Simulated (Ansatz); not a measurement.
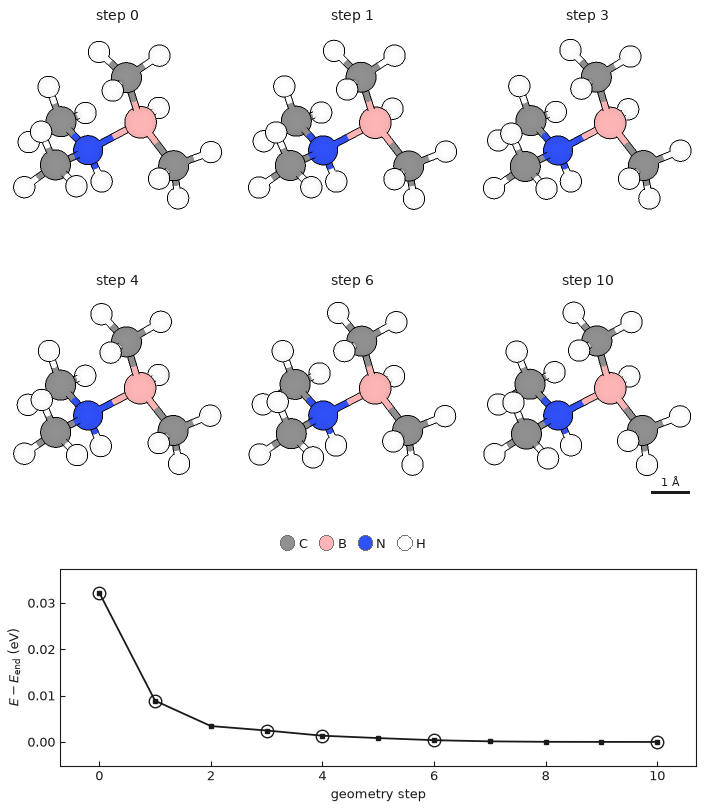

Frames of a relaxation of C₄H₁₄BN, marked on the history of the run. Style: ball-and-stick. Shown at a tilt.

The start comes from GFN2-xTB.

Level of theory: RKS PBE0-D4/def2-TZVP (Ansatz).

The input:
```yaml
crystal:
  periodic: [false, false, false]
  atoms:
    - {symbol: C, position_ang: [-0.888080, -1.757450, -0.713000]}
    - {symbol: B, position_ang: [0.244720, -0.592420, -0.730270]}
    - {symbol: C, position_ang: [1.557160, -0.962610, 0.146210]}
    - {symbol: N, position_ang: [-0.490830, 0.760090, -0.060540]}
    - {symbol: C, position_ang: [-0.738410, 0.648080, 1.372150]}
    - {symbol: C, position_ang: [0.204890, 2.003110, -0.370950]}
    - {symbol: H, position_ang: [-0.547190, -2.617450, -1.284480]}
    - {symbol: H, position_ang: [-1.122820, -2.129300, 0.284470]}
    - {symbol: H, position_ang: [-1.828970, -1.440660, -1.169500]}
    - {symbol: H, position_ang: [0.507740, -0.241030, -1.843400]}
    - {symbol: H, position_ang: [2.129180, -1.733660, -0.365300]}
    - {symbol: H, position_ang: [1.322200, -1.360050, 1.132920]}
    - {symbol: H, position_ang: [2.238340, -0.122260, 0.285570]}
    - {symbol: H, position_ang: [-1.387320, 0.761710, -0.540800]}
    - {symbol: H, position_ang: [0.214600, 0.632930, 1.895670]}
    - {symbol: H, position_ang: [-1.261950, -0.281310, 1.577030]}
    - {symbol: H, position_ang: [-1.333950, 1.487540, 1.741150]}
    - {symbol: H, position_ang: [1.193260, 1.978540, 0.083370]}
    - {symbol: H, position_ang: [-0.339600, 2.872860, 0.006980]}
    - {symbol: H, position_ang: [0.327010, 2.093340, -1.447300]}
basis:
  gaussian: {orbitals: def2-TZVP}
hamiltonian: {xc: pbe0, dispersion: d4}
relax: {f_tol: 0.005, max_steps: 150}
```

Run as
```bash
ansatz run in.yaml --threads 4 --pin off --events-out ev --progress --plain --max-ram 11315MiB
```

Describe the path.

The energy falls by 0.032 eV in 10 geometry steps. Largest force component: 0.79 eV/Å at the start, 0.0014 eV/Å at the end. The largest move after the best rigid fit is that of H13, 0.25 Å. Largest moves by element: H 0.25 Å, C 0.12 Å, B 0.03 Å, N 0.01 Å. Some distances before and after: B2–H10 1.197 → 1.225 Å, B2–N4 1.679 → 1.666 Å, C1–B2 1.625 → 1.614 Å, N4–C5 1.458 → 1.468 Å. Bond angles that change, for instance: N4–B2–H10 103.3° → 101.0°. From step 0 to 1: H10 moves most (0.04 Å), energy −0.023 eV. From step 1 to 3: H13 moves most (0.06 Å), energy −0.006 eV. From step 3 to 4: H13 moves most (0.05 Å), energy −0.001 eV. From step 4 to 6: H13 moves most (0.08 Å), energy −0.001 eV. From step 6 to 10: H20 moves most (0.04 Å), energy 0.000 eV.
